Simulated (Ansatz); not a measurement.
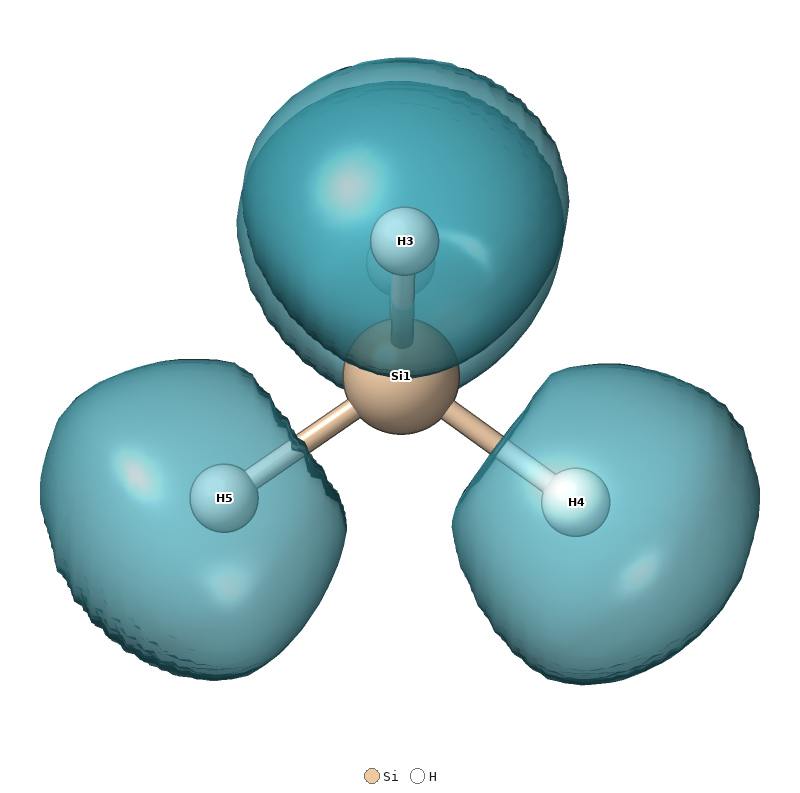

*SiH4. Isosurface of the electron localisation function at 0.85 (cyan), seen at an oblique angle. Core shells and regions of very low density are left out.*

These are results of RKS B3LYP-D4/def2-SVP in Ansatz, not measurements.

```xyz
5

Si    0.0003    0.0000    0.0003
H     0.0001    0.0000    1.4907
H     1.4056    0.0000   -0.4964
H    -0.7023    1.2169   -0.4966
H    -0.7023   -1.2169   -0.4966
```

**Identify the bonds, lone pairs and shells in this picture.**

The surface consists of four regions around hydrogen nuclei.

Values along the shortest contacts:
Si–H (1.49 Å): the ELF climbs to about 1 towards the hydrogen, as it does in any bond to H.
